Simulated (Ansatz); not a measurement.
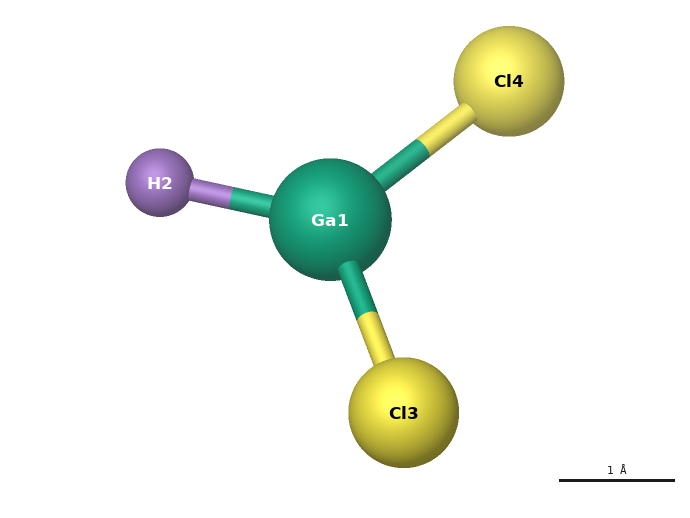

Orthographic view with a scale bar. The geometry was computed by an optimisation with PBE0-D4/def2-TZVP.

Reconstruct the coordinates (Å) as seen: x to the right, y up, z towards the viewer, origin at the mean of the atomic positions.

```xyz
4
Cl2GaH
Ga  -0.18   0.04  -0.03
H   -1.67   0.36  -0.26
Cl   0.46  -1.65   1.09
Cl   1.39   1.25  -0.81
```
